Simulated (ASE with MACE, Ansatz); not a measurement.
**Site preference of Re in place of W in Σ9 (221)[1-10] symmetric tilt boundary in W (40 atoms)**

At which site of Σ9 (221)[1-10] symmetric tilt boundary in W (40 atoms) does Re in place of W cost least, and what about the site decides it?

Main program and level: Ansatz 0.2.0; Kohn-Sham DFT, PBE, PAW (set soft_2), plane waves.

### 1. Set-up

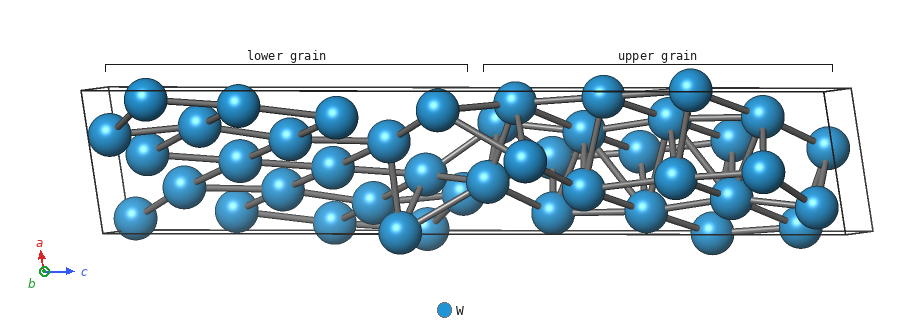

The cell as given, from the side, with the c axis across the page (tungsten blue). Some periodic images of atoms are drawn too.

The cell holds 40 atoms: 40 W. Cell: a = 7.122 Å, b = 7.122 Å, c = 21.891 Å, α = 90.0°, β = 90.0°, γ = 36.9°. It derives from W. Two grains of W, one the mirror image of the other in the boundary plane, two boundaries a cell; of 4 trial joints (lateral shifts, openings, close atoms taken out) the lowest after a short relaxation with the MACE-MP-0b2 potential was kept (shift [0.5, 0.0] of the surface cell, opening 0.97 Å, one of each pair under 1.93 Å removed), then its atoms and the cell's length along the normal were relaxed with that potential. Lattice constants are starting values near those of PBE. Regions: lower grain, 20 atoms (20 W); upper grain, 20 atoms (20 W).

What the set-up can't give: The cell is under 6 Å thick along two periodic directions, so every atom has periodic images of itself close by, which move with it and show among its neighbours and in g(r). No spin–orbit coupling is included, so levels derived from the heavy atoms are approximate.

### 2. Single point at the start

A single point comes first, to see the forces before anything moves.

Input file input.yaml:

```yaml
crystal:
  lattice:
    - [7.12188, 0.0, 0.0]
    - [5.6975, 4.27313, 0.0]
    - [0.0, 0.0, 21.89069]
  atoms:
    - { symbol: W, position: [0.68567, 0.83352, 0.00958] }
    - { symbol: W, position: [0.0861, 0.23155, 0.00456] }
    - { symbol: W, position: [0.54324, 0.55145, 0.04576] }
    - { symbol: W, position: [0.93501, 0.95154, 0.06971] }
    - { symbol: W, position: [0.3073, 0.35598, 0.08141] }
    - { symbol: W, position: [0.74639, 0.69617, 0.12741] }
    - { symbol: W, position: [0.13543, 0.09341, 0.1372] }
    - { symbol: W, position: [0.49589, 0.50378, 0.1676] }
    - { symbol: W, position: [0.89108, 0.89172, 0.19107] }
    - { symbol: W, position: [0.29142, 0.27158, 0.21044] }
    - { symbol: W, position: [0.65303, 0.67286, 0.24587] }
    - { symbol: W, position: [0.05337, 0.05272, 0.26524] }
    - { symbol: W, position: [0.44856, 0.44066, 0.28871] }
    - { symbol: W, position: [0.80903, 0.85102, 0.3191] }
    - { symbol: W, position: [0.19807, 0.24826, 0.32889] }
    - { symbol: W, position: [0.63714, 0.58847, 0.37489] }
    - { symbol: W, position: [0.00944, 0.99291, 0.3866] }
    - { symbol: W, position: [0.4012, 0.39301, 0.41054] }
    - { symbol: W, position: [0.85833, 0.7129, 0.45174] }
    - { symbol: W, position: [0.25876, 0.11093, 0.44673] }
    - { symbol: W, position: [0.18566, 0.83352, 0.94673] }
    - { symbol: W, position: [0.58609, 0.23155, 0.95175] }
    - { symbol: W, position: [0.04323, 0.55145, 0.91054] }
    - { symbol: W, position: [0.435, 0.95154, 0.88659] }
    - { symbol: W, position: [0.8073, 0.35599, 0.87489] }
    - { symbol: W, position: [0.24639, 0.69617, 0.82889] }
    - { symbol: W, position: [0.63543, 0.09341, 0.8191] }
    - { symbol: W, position: [0.99589, 0.50378, 0.7887] }
    - { symbol: W, position: [0.39108, 0.89172, 0.76524] }
    - { symbol: W, position: [0.79142, 0.27158, 0.74587] }
    - { symbol: W, position: [0.15303, 0.67286, 0.71043] }
    - { symbol: W, position: [0.55337, 0.05272, 0.69106] }
    - { symbol: W, position: [0.94856, 0.44066, 0.66759] }
    - { symbol: W, position: [0.30903, 0.85102, 0.6372] }
    - { symbol: W, position: [0.69807, 0.24826, 0.62741] }
    - { symbol: W, position: [0.13713, 0.58847, 0.58141] }
    - { symbol: W, position: [0.50944, 0.99291, 0.56971] }
    - { symbol: W, position: [0.9012, 0.39301, 0.54576] }
    - { symbol: W, position: [0.35833, 0.7129, 0.50456] }
    - { symbol: W, position: [0.75876, 0.11094, 0.50957] }
kpoints:
  mp_grid: { grid: [4, 4, 1] }
hamiltonian:
  xc: pbe
scf:
  occupations: { method: fermi_dirac, width: 0.1 }
output:
  forces: true
```

Started as:

```
ansatz run input.yaml --threads 6 --pin off --max-ram 102400MiB --backend cuda --events-out ev --progress --plain --runs-dir out
```

Numbers of over 12 decimals in the logs are rounded to 6 here.

Output:

```text
Warning: the atoms were moved onto the symmetric positions of the space group found under crystal.symmetry.tolerance 1.0e-5 (fractional; no operation is sought that the atoms, as they stand in a round, miss by more than twice it, and no atom is moved by as much as it), and the run uses the moved positions. [...]
Warning: at least one further symmetry operation maps every atom of the structure, as the run holds it, onto an atom to within 2.23e-5 (fractional), and is not used: no operation is sought that the atoms, as the run holds them, miss by more than 2.00e-5, twice crystal.symmetry.tolerance (1.0e-5). [...]
Engine: ansatz 0.2.0, x86_64-unknown-linux-gnu
Pseudopotentials: kind: paw
Pseudopotential: W, paw, valence charge 14, recommended cutoff 420 eV (normal), W.paw.azcp
Functional definition: PBE
  parameter kappa = 0.804
  parameter beta = 0.066725
  exchange = pbe_x(kappa = kappa, mu = beta*pi^2/3)
  correlation = pbe_c(beta = beta)
concurrent solve slots: 5 of 6 are kept, ahead of what memory takes: no pass of the eigensolver takes more rounds on 5
device memory: the entry about to start is reckoned to put 13.7 GiB on a device that reports 58.6 GiB free
GPU FFT provider: cuFFT
GPU libraries: cuBLAS 13.8.2, cuFFT 12.4.0, cuSOLVER 12.3.4
Crystal: 40 atoms, lattice volume = 666.193 Å³
Basis set: ecut = 420 eV, 13017 PW (Γ), exchange–correlation on 96×96×300 points (8 copies of the dense FFT grid, shifted against one another)
Bands: 336, of which v1, the nominal top of the filled ones, is band 280 counted from 1 (279 counted from 0)
Symmetry: 2 space group operations
Space group: Pc (ITA 7), of the structure as read, at distance tolerance 8.7e-5 Å
k-points: 10 of 16 (time reversal used)
Non-local potential: W, projectors of the file, l = 0: 3, l = 1: 2, l = 2: 2, l = 3: 1
PAW form: soft (Blöchl's): semilocal exchange-correlation on the pseudo side does not see the compensation charge
PAW one-centre angular grid: W, 590 points (default); XC on 64 Gauss nodes
Initial density: superposition of atomic densities (neutral atoms: chi_scale 0, normalization atom), corrected by the library's trained network
Initial wavefunctions: pseudopotential atomic-orbital guess
GPU buffer pool allocated for 345600 grid points (all kernels)
GPU transforms: local potential and band sums: pruned to the plane-wave sphere, on 48×48×150
Functional: x = pbe(κ = 0.804, μ = 0.219515), c = pbe(β = 0.066725)
SCF iter   1: F=—  HF=-415377.546521 eV  |F-HF|=—  |Δ(HF+E_count)|=         —  Δρ=6.10e-3  dr2=4.49e-1  ethr=1.77e-3  ⟨swp⟩=4.0  Hψ=12343  notcnv=0
preconditioner: auto → Kerker (q_TF=auto, 2.650 Å⁻¹)  [metal: Δε(μ)=0.033 eV  Ē_g=4.696 eV  σ=0.100 eV  W_gap=0.08  n_scr=190 (ndim 8)  ℏωp=22.3 eV  f_vac=0.000  D(μ)=31.63/eV (n_scr^D=272)]
SCF iter   2: F=—  HF=-415377.513903 eV  |F-HF|=—  |Δ(HF+E_count)|=   3.26e-2  Δρ=3.49e-3  dr2=1.44e-1  ethr=8.03e-5  ⟨swp⟩=1.0  Hψ=3870  notcnv=0
SCF iter   3: F=—  HF=-415377.504184 eV  |F-HF|=—  |Δ(HF+E_count)|=   9.72e-3  Δρ=4.02e-4  dr2=1.20e-3  ethr=2.58e-5  ⟨swp⟩=2.0  Hψ=3508  notcnv=0
SCF iter   4: F=—  HF=-415377.500926 eV  |F-HF|=—  |Δ(HF+E_count)|=   3.26e-3  Δρ=8.64e-5  dr2=4.65e-5  ethr=2.14e-7  ⟨swp⟩=2.0  Hψ=4588  notcnv=0
SCF iter   5: F=—  HF=-415377.504820 eV  |F-HF|=—  |Δ(HF+E_count)|=   3.89e-3  Δρ=1.58e-5  dr2=1.74e-6  ethr=8.31e-9  ⟨swp⟩=2.0  Hψ=4666  notcnv=0
SCF iter   6: F=-415377.504820 eV  HF=-415377.504820 eV  |F-HF|=2.68e-8  |Δ(HF+E_count)|=   1.37e-7  Δρ=3.13e-6  dr2=6.94e-8  ethr=1.79e-11  ⟨swp⟩=5.0  Hψ=11405  notcnv=0
SCF 1 converged in 6 iterations: F = -415377.504820 eV  dr2 = 6.94e-8
  greatest PAW one-centre occupation: 1.000 electrons in one spin orbital (limit 2), on the W atom at site 28 (counted from 0), in its partial waves of l = 0
SCF converged after 6 iterations
Free energy (F): -415377.504820 eV
Harris-Foulkes:  -415377.504820 eV  (|F-HF|=2.68e-8)
Internal energy: -415376.474798 eV  (E = F + TS)
E sigma→0 (E₀):  -415376.989809 eV
Entropy (-TS):   -1.030022 eV (-25.751 meV/atom)
Fermi energy:    21.184756 eV
--- Per-component energies (eV) ---
  E_band       = -3899.538379
  E_kinetic    = 17967.811649
  E_local      = -25960.075480  (includes V_loc(G=0)·N_el)
  E_nonlocal   = 37.160333
  E_hartree    = 9290.764106
  E_xc         = -10658.436729
  E_vxc        = -9526.911381  (∫ρ·V_xc dr)
  E_paw        = -342500.469684  (= ΣΔE_a)
  E_vpaw       = -4999.047375  (= ΣTr[D̂ρ^β])
  E_aug_tail   = -0.002359  (compensation charges beyond the density's cutoff)
  E_ewald      = -63553.226633
  E_smearing   = -1.030022  (= −TS)
  E_closure    = -0.000000  (closes the sum)
  Σ components = -415377.504820   (vs F -415377.504820, Δ=0.00e0)
--- Forces (eV/Å), atoms counted from 1 ---
  atom   1  W     -0.21721622    -0.39105185     0.14875216
  atom   2  W      0.37833086    -0.50117330     0.97002733
  atom   3  W      0.28710175     0.76397237     0.67066185
  atom   4  W     -0.13008648    -0.08944839    -0.19102918
  atom   5  W      0.23856034    -0.34965452     1.39394116
  atom   6  W     -0.26498263     0.88798650    -1.07319617
  atom   7  W     -0.80947949     0.43293333     0.89857952
  atom   8  W      0.38191109    -0.56834503    -0.07288261
  atom   9  W     -0.15393851    -0.12299076    -0.15418902
  atom  10  W     -0.71716352     0.17673431     1.13418258
  atom  11  W      0.71710310    -0.17687628    -1.13513841
  atom  12  W      0.15391034     0.12298440     0.15386818
  atom  13  W     -0.38175727     0.56839841     0.07127796
  atom  14  W      0.80973081    -0.43269079    -0.89792909
[...]
atom  39  W     -0.37791890     0.50174917     0.97044293
  atom  40  W      0.21702620     0.39100859     0.14912945
  max |Σ_I F_I| component: 1.14e-6 eV/Å
```

The job ended after 6.3 s (1 × NVIDIA H100 80GB HBM3 with 6 threads of AMD EPYC 7R13 (Zen 3), shared host; peak memory 1.2 GiB; 7.5 s of CPU time).

In the SCF lines HF is the Harris–Foulkes energy and dr2 the Hartree energy of the density residual, in eV; the loop may stop once dr2 is under the threshold and the program's other checks hold. Hψ counts applications of the Hamiltonian.

That memory is the host's; the program planned 13.7 GiB on the GPU.

The program notes that the atoms just miss a symmetry operation and positions were snapped to a detected symmetry.

The r.m.s. force at the start is 0.60 eV/Å.

### 3. Relaxation

The atoms are relaxed in the fixed cell, aiming at the force tolerance of the input.

Input file input.yaml:

```yaml
crystal:
  lattice:
    - [7.12188, 0.0, 0.0]
    - [5.6975, 4.27313, 0.0]
    - [0.0, 0.0, 21.89069]
  atoms:
    [... the 40 atom lines of step 2 ...]
kpoints:
  mp_grid: { grid: [4, 4, 1] }
hamiltonian:
  xc: pbe
scf:
  occupations: { method: fermi_dirac, width: 0.1 }
output:
  forces: true
relax:
  f_tol: 0.05
  max_steps: 150
```

Output:

```text
[...]
GPU FFT provider: cuFFT
GPU libraries: cuBLAS 13.8.2, cuFFT 12.4.0, cuSOLVER 12.3.4
Crystal: 40 atoms, lattice volume = 666.193 Å³
Basis set: ecut = 420 eV, 13017 PW (Γ), exchange–correlation on 96×96×300 points (8 copies of the dense FFT grid, shifted against one another)
Bands: 336, of which v1, the nominal top of the filled ones, is band 280 counted from 1 (279 counted from 0)
Symmetry: 2 space group operations
[...]
k-points: 10 of 16 (time reversal used)
[...]
GPU buffer pool allocated for 345600 grid points (all kernels)
[...]
SCF iter   1: F=—  HF=-415377.546521 eV  |F-HF|=—  |Δ(HF+E_count)|=         —  Δρ=6.10e-3  dr2=4.49e-1  ethr=1.77e-3  ⟨swp⟩=4.0  Hψ=12343  notcnv=0
[...]
SCF iter   5: F=-415377.504819 eV  HF=-415377.504820 eV  |F-HF|=6.41e-7  |Δ(HF+E_count)|=   4.40e-6  Δρ=1.58e-5  dr2=1.75e-6  ethr=8.31e-9  ⟨swp⟩=2.0  Hψ=4666  notcnv=0
SCF iter   6: F=-415377.504820 eV  HF=-415377.504820 eV  |F-HF|=2.69e-8  |Δ(HF+E_count)|=   1.40e-7  Δρ=3.12e-6  dr2=6.91e-8  ethr=3.12e-10  ⟨swp⟩=1.0  Hψ=8056  notcnv=0
SCF 1 converged in 6 iterations: F = -415377.504820 eV  dr2 = 6.91e-8
[...]
relax step   1: F+E_penalty+E_count = -415377.50481976 eV  Δ(F+E_penalty+E_count) = +0.000e0 eV  max|allowed force component| = 1.394e0 eV/Å  Δτ_max = 0.0000 Å  (6 SCF iters, dr2 threshold 6.25e-5 eV, accepted)
[...]
relax step   2: F+E_penalty+E_count = -415380.32204204 eV  Δ(F+E_penalty+E_count) = -2.817e0 eV  max|allowed force component| = 1.133e0 eV/Å  Δτ_max = 0.1950 Å  (6 SCF iters, dr2 threshold 1.00e-4 eV, accepted)
[...]
relax step   3: F+E_penalty+E_count = -415381.63729352 eV  Δ(F+E_penalty+E_count) = -1.315e0 eV  max|allowed force component| = 5.618e-1 eV/Å  Δτ_max = 0.2000 Å  (6 SCF iters, dr2 threshold 8.02e-5 eV, accepted)
[...]
relax step   4: F+E_penalty+E_count = -415381.99254794 eV  Δ(F+E_penalty+E_count) = -3.553e-1 eV  max|allowed force component| = 2.520e-1 eV/Å  Δτ_max = 0.2000 Å  (6 SCF iters, dr2 threshold 7.76e-5 eV, accepted)
[...]
relax step   5: F+E_penalty+E_count = -415382.05627456 eV  Δ(F+E_penalty+E_count) = -6.373e-2 eV  max|allowed force component| = 1.697e-1 eV/Å  Δτ_max = 0.0640 Å  (6 SCF iters, dr2 threshold 1.28e-5 eV, accepted)
[...]
relax step   6: F+E_penalty+E_count = -415382.06414189 eV  Δ(F+E_penalty+E_count) = -7.867e-3 eV  max|allowed force component| = 3.159e-2 eV/Å  Δτ_max = 0.0126 Å  (6 SCF iters, dr2 threshold 5.79e-6 eV, accepted)
[...]
relax step   7: F+E_penalty+E_count = -415382.06414190 eV  Δ(F+E_penalty+E_count) = -5.763e-9 eV  max|allowed force component| = 3.159e-2 eV/Å  Δτ_max = 0.0000 Å  (6 SCF iters, accepted)
SCF converged after 6 iterations
Free energy (F): -415382.064142 eV
[...]
Internal energy: -415381.329636 eV  (E = F + TS)
E sigma→0 (E₀):  -415381.696889 eV
Entropy (-TS):   -0.734506 eV (-18.363 meV/atom)
Fermi energy:    21.216674 eV
[...]
Σ components = -415382.064142   (vs F -415382.064142, Δ=0.00e0)
--- Forces (eV/Å), atoms counted from 1 ---
  atom   1  W      0.03158879     0.02576082    -0.01861061
  atom   2  W     -0.01499228    -0.01008197     0.01603709
  atom   3  W     -0.00936430     0.01074497    -0.01978131
  atom   4  W     -0.01775096    -0.00262388     0.01320085
[...]
atom  40  W     -0.03156999    -0.02575113    -0.01857561
  max |Σ_I F_I| component: 1.14e-7 eV/Å
--- Relaxed structure (7 steps of the walk, 7 accepted, 0 SCFs on fresh bases) ---
  F+E_penalty+E_count = -415382.06414190 eV   max|allowed force component| = 3.159e-2 eV/Å
  atoms:
    - { symbol: W, position: [0.758009, 0.780655, 0.00438932] }
    - { symbol: W, position: [0.165121, 0.173444, 0.019831] }
    - { symbol: W, position: [0.567335, 0.542447, 0.051427] }
    - { symbol: W, position: [0.947211, 0.940925, 0.069379] }
[...]
- { symbol: W, position: [0.686435, 0.163789, 0.504389] }
```

Run time: 21 s. Hardware: 1 × NVIDIA H100 80GB HBM3 with 6 threads; peak memory 1.3 GiB; 39 s of CPU time.

That memory is the host's; the program planned 13.7 GiB on the GPU.

The relaxation converged after 7 steps, 4.56 eV below its start, with a largest force component of 0.032 eV/Å.

(Continued in part 2 of 3.)

[Logs are printed without paths, hosts, clocks, repeated set-up lines and the standing remarks that a program may print on its own settings, such as how far it seeks lower states.]

[Hosts, paths, dates, database ids (printed as entryN), source tags and the programs' standing remarks are cut or masked in the printed files.]
